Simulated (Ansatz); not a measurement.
Bond stretch in LiH, singlet.

Methods: RKS-PBE = Ansatz (a program for electronic structure) with restricted PBE/cc-pVDZ; UCCSD(T) = CCSD(T) on UHF/cc-pVDZ, frozen core (Ansatz); RKS-CAM-B3LYP = Ansatz with restricted CAM-B3LYP/cc-pVDZ; UKS-CAM-B3LYP = unrestricted CAM-B3LYP/cc-pVDZ (Ansatz); UKS-PBE = unrestricted PBE/cc-pVDZ in Ansatz; FCI = full CI/cc-pVDZ, frozen core in Ansatz.

Cost and accuracy over the 23 points of the scan, with FCI as yardstick. Costs are rough ratios of core time within Ansatz on shared cores, each with its mean field (Kohn-Sham runs search longer for lower solutions than correlated ones do); the miss is the largest error against full CI of the curve after the mean shift, in kcal/mol.

Which is the cheapest of these levels that stays within 2.2 kcal/mol of FCI?

UCCSD(T).

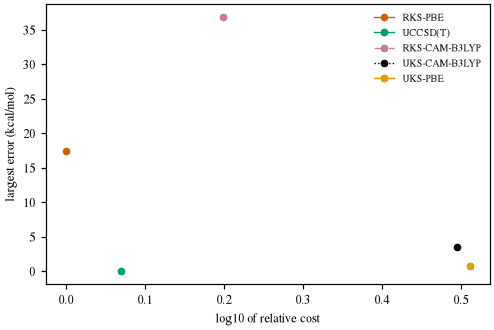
Figure. Miss against cost, one point a level.

```csv
level,relative cost,largest error
RKS-PBE,1,17.4
UCCSD(T),1,0.0
RKS-CAM-B3LYP,2,36.9
UKS-CAM-B3LYP,3,3.6
UKS-PBE,3,0.7
```

Costs within a factor of two of each other count as equal.

The restricted form behind RKS-PBE, RKS-CAM-B3LYP keeps the bonding electrons paired and can't separate into open-shell fragments. The unrestricted determinant behind UCCSD(T) is spin-contaminated at 2.43 to 6.30 Å (<S²> up to 1.0, against 0.00 for a pure singlet). With two correlated electrons CCSD is exact in the basis where it finds the lowest root (UCCSD(T)). The unrestricted determinant behind UKS-CAM-B3LYP, UKS-PBE is spin-contaminated at 2.90 to 6.30 Å (<S²> up to 1.0, against 0.00 for a pure singlet).
